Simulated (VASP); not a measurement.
Band structure of H2 (space group P6/mmm). Method: LDA (Ceperley-Alder, Perdew-Zunger), VASP's LDA PAW potentials (set 64) (plane waves; VASP).

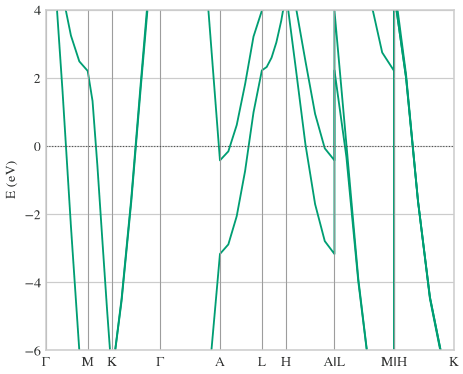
Fig. 1. Bands along high-symmetry lines, zero at the valence-band maximum or, without a gap, the Fermi level

**Question.** Read the plot: is there a gap, and where are the band edges?

**Answer.** It has no gap at this level: it comes out as a metal or semimetal.

The structure was generated: H2 was put into an ordered model structure, which need not be its known phase. The cell was not relaxed at this level.
